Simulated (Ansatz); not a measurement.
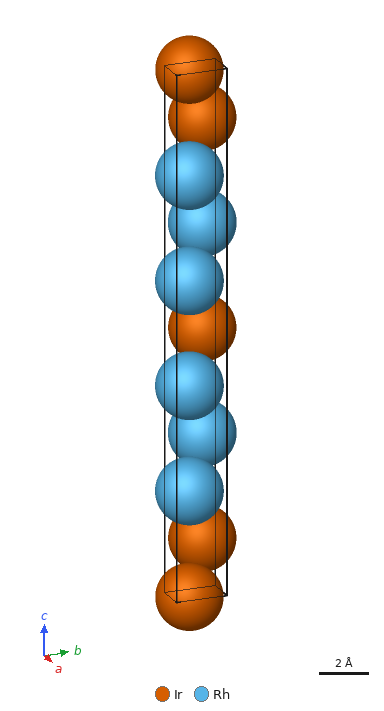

An orthographic space-filling view of the structure, slightly off an axis. The parallelepiped is the conventional unit cell.

Ir$_{2}$Rh$_{3}$, space group P-6m2 (No. 187), a = 2.735 Å, b = 2.735 Å, c = 22.052 Å, α = 90.00°, β = 90.00°, γ = 120.00°. The structure comes from a structure type filled with these elements by a generator (whether the compound takes this form wasn't checked). Earlier steps of the study may have refined or changed the cell and positions. It went into a calculation with Ansatz.

This one geometry was computed with Ansatz (DFT, plane waves, PAW) at three levels of theory: r2SCAN, PBEsol and PBE.

Question: Which level gives the highest pressure at this volume, and what does that say about its equilibrium volume?

Answer: Highest: PBE (0.0 GPa), which points to the largest equilibrium volume. Lowest, with the smallest volume: PBEsol (-10.7 GPa). Levels within 0.5 GPa of each other can't be told apart.

Question: How does the band gap change with the level of theory?

Answer: All levels give a metal.

Question: Collect the results in a table.

Answer:
| level | cutoff (eV) | k-mesh of the run's cell | gap (eV) | pressure (GPa) |
| --- | --- | --- | --- | --- |
| r2SCAN | 500 | 18×18×2 | metal | -6.7 |
| PBEsol | 420 | 18×18×2 | metal | -10.7 |
| PBE | 420 | 18×18×2 | metal | 0.0 |

Gaps are taken on the k-mesh or band path of each run.
